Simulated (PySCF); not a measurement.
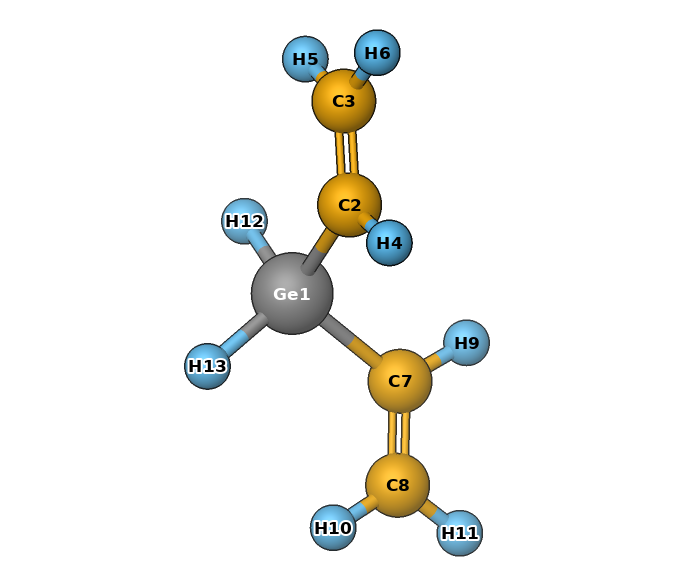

Computed geometry: PBE0-D3(BJ)/def2-SVP optimisation. No frequency run is at hand to confirm it as a minimum. Level of theory: delta-SCF UKS SCAN, pcX-2 on the ionised atom (unc-x2c-TZVPall on a metal), pcseg-1 elsewhere, spin-free X2C (PySCF 2.14.0).

Give the core-electron binding energies (to vacuum) of C2 1s, C3 1s.

| atom | level | binding energy (eV) |
| --- | --- | --- |
| C2 | 1s | 290.1 |
| C3 | 1s | 290.3 |
